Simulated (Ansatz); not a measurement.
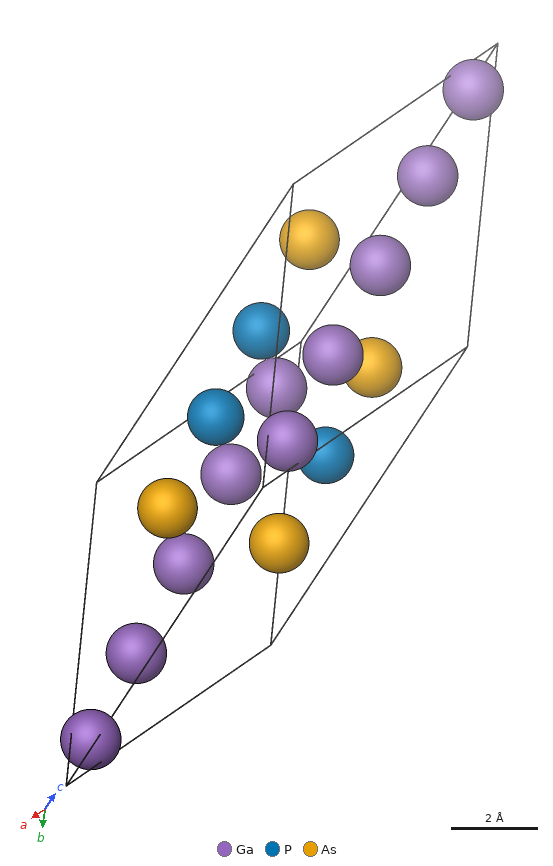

Spheres-only drawing of the structure, looking slightly off an axis. The wireframe shows the simulation cell.

The calculation's input:
```yaml
crystal:
  lattice:
    - [-1.9790662337, 1.9790662337, 14.0140903179]
    - [1.9790662337, -1.9790662337, 14.0140903179]
    - [1.9790662337, 1.9790662337, -14.0140903179]
  atoms:
    - { symbol: Ga, position: [0.8954449981, 0.8954449981, 0.0] }
    - { symbol: Ga, position: [0.2984389204, 0.2984389204, 0.0] }
    - { symbol: Ga, position: [0.7015610796, 0.7015610796, 0.0] }
    - { symbol: Ga, position: [0.1045550019, 0.1045550019, 0.0] }
    - { symbol: Ga, position: [0.5, 0.5, 0.0] }
    - { symbol: P, position: [0.25, 0.75, 0.5] }
    - { symbol: P, position: [0.6530323495, 0.1530323495, 0.5] }
    - { symbol: P, position: [0.8469676505, 0.3469676505, 0.5] }
    - { symbol: As, position: [0.0522429028, 0.5522429028, 0.5] }
    - { symbol: As, position: [0.4477570972, 0.9477570972, 0.5] }
basis:
  ecutwfc: 500
kpoints:
  mp_grid: { grid: [10, 10, 10] }
  band_path:
    path:
      - [[0.0, 0.0, 0.0], [0.0, 0.0, 0.5], [0.25, 0.25, 0.25], [0.0, 0.5, 0.0], [0.0, 0.0, 0.0], [0.5, 0.5, -0.5], [0.25498575, 0.74501425, -0.25498575]]
      - [[-0.25498575, 0.25498575, 0.25498575], [0.0, 0.0, 0.0]]
      - [[0.0, 0.0, 0.5], [-0.00997151, 0.00997151, 0.5]]
      - [[0.5, 0.5, -0.00997151], [0.5, 0.5, -0.5]]
    npoints: 14
hamiltonian:
  xc: r2scan
scf:
  occupations: { method: gaussian, width: 0.02 }
  n_extra_bands: 25
output:
  forces: true
  stress: true
  eigenvalues: true
  populations: true
  dos: { projected: true, de: 0.02, nscf_kmesh: { grid: [15, 15, 15] } }
  bader: true
  write_density: true
  write_potential: true
  elf: true
  volumetric_format: npy
```
Run as:
```sh
ansatz run input.yaml --threads 4 --pin off --max-ram 8192MiB --backend cpu --events-out ev --progress --plain --runs-dir out
```

Results below were computed with DFT r2SCAN, scalar-relativistic, plane waves, PAW in Ansatz; the settings were a kinetic-energy cutoff of 500 eV, k-point mesh 10×10×10, Gaussian smearing of 0.02 eV, no spin polarisation.

Question: What charge does Bader's analysis assign to each element?

Answer: Ga +0.76 to +0.90 e; As -0.77 e; P -0.90 e. The transfer is large, as in an ionic solid.

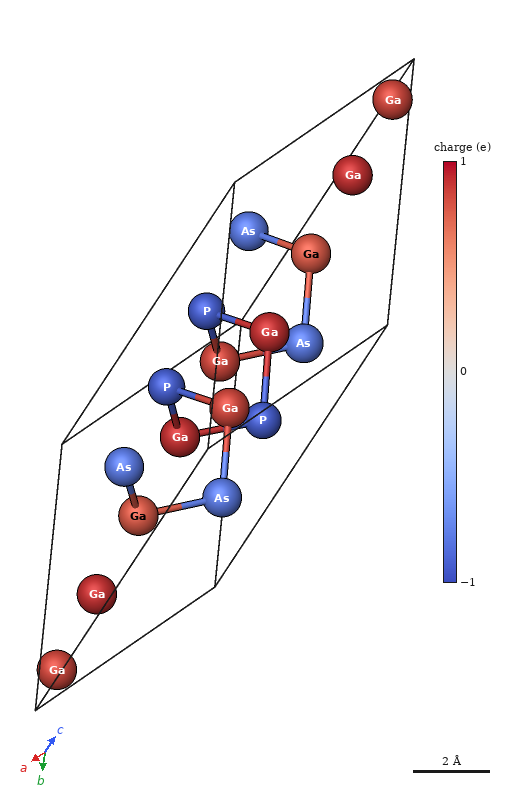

The atoms coloured by those charges.

Starting structure: a structure type filled with these elements by a generator (whether the compound takes this form wasn't checked). Earlier steps of the study, as a rule a relaxation of our own, may have changed the cell and positions, so they can lie some per cent off the listed ones. Ansatz was used for an electronic-structure calculation on it.
